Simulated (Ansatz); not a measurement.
# CH3AlFN: rigid scan of one bond length

Wanted for CH3AlFN: a rigid scan of one bond length. SMILES: [F][Al]1[CH2][NH]1.

Program: Ansatz 0.2.0, driven from Python. Level of theory: PBE0/def2-SVP. These are calculated values, not measurements.

**1. The system**

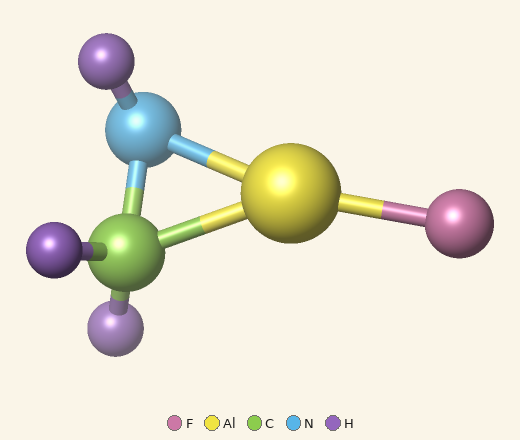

The starting structure, viewed from a chosen angle; fluorine pink, aluminium yellow, carbon green, nitrogen blue, hydrogen purple.

The script holds or builds the structure itself.

**2. Script**

The input, ch3alfn.py:

```python
"""Potential curve of CH3AlFN along one bond."""

import ansatz as az
import numpy as np

GEOMETRY = """
F    -0.75380   -2.58150    1.23630
Al   -0.16570   -1.13390    0.29760
C     0.20920    0.73610    0.22970
N    -0.39320    0.31210   -0.97220
H     1.29450    1.03020    0.02540
H    -0.38690    1.41900    0.86550
H     0.25710    0.15000   -1.72810
"""


def main() -> None:
    geometry = az.Crystal.molecule()
    for line in GEOMETRY.strip().splitlines():
        symbol, *xyz = line.split()
        geometry = geometry.atom(symbol, [float(v) for v in xyz])

    symbols = [site.symbol for site in geometry.cartesian_sites]
    start = np.array([site.position_ang for site in geometry.cartesian_sites])
    axis = (start[4] - start[2]) / np.linalg.norm(start[4] - start[2])
    moving = [4]
    lengths, energies = [1.006, 1.051, 1.097, 1.143, 1.189, 1.234, 1.28, 1.349], []
    for length in lengths:
        xyz = start.copy()
        xyz[moving] += (length - np.linalg.norm(start[4] - start[2])) * axis
        point = az.Crystal.molecule()
        for symbol, xyz in zip(symbols, xyz):
            point = point.atom(symbol, xyz.tolist())
        calc = (
            point.calculation()
            .basis(gaussian="def2-SVP")
            .functional("pbe0")
            .accuracy("medium")
        )
        r = calc.run().report
        energies.append(r["free_energy_ev"])
        print(f"r = {length:6.3f} A  E = {energies[-1]:.5f} eV  <S^2> = {abs(r['mean_field']['state']['spin_squared']):.3f}")

    # quartic fit about the minimum
    fit = np.polynomial.Polynomial.fit(lengths, np.array(energies) - min(energies), 4).convert()
    roots = [r.real for r in fit.deriv().roots() if abs(r.imag) < 1e-9 and fit.deriv(2)(r.real) > 0]
    r_e = min(roots, key=lambda r: abs(r - lengths[int(np.argmin(energies))]))
    print(f"minimum of the fit at {r_e:.4f} A, force constant {fit.deriv(2)(r_e):.2f} eV/A^2")


if __name__ == "__main__":
    main()
```

**3. What the engine is handed**

The package turns the script's settings into the engine's input (first run):

```yaml
crystal:
  periodic: [false, false, false]
  atoms:
    - { symbol: F, position_ang: [-0.7538, -2.5815, 1.2363] }
    - { symbol: Al, position_ang: [-0.1657, -1.1339, 0.2976] }
    - { symbol: C, position_ang: [0.2092, 0.7361, 0.2297] }
    - { symbol: "N", position_ang: [-0.3932, 0.3121, -0.9722] }
    - { symbol: H, position_ang: [1.1645401008914469, 0.9949828191948535, 0.049864025972429185] }
    - { symbol: H, position_ang: [-0.3869, 1.419, 0.8655] }
    - { symbol: H, position_ang: [0.2571, 0.15, -1.7281] }
accuracy: medium
basis:
  gaussian:
    orbitals: def2-SVP
hamiltonian:
  xc: pbe0
```

**4. The run**

Run with:

```bash
$ python ch3alfn.py
```

Q: Predict the main results. Wanted: range of energy; lowest point, distance.

The runs gave:

| quantity | value |
| --- | --- |
| bond length at the fit's minimum | 1.1046 Å |
| runs compared | 8 |
| range of energy | 0.608 eV |
| lowest point, distance (Å) | 1.10 |

**Reading.** The curve has its lowest point inside the range, at 1.10. The ends stand 0.189 and 0.608 eV above it. The distance scanned is the script's pair 2, 4. The settings weren't tested for convergence. The rest of the molecule is held rigid at a force-field or estimated start geometry, and the basis set is modest; single-reference methods fail as a bond breaks.
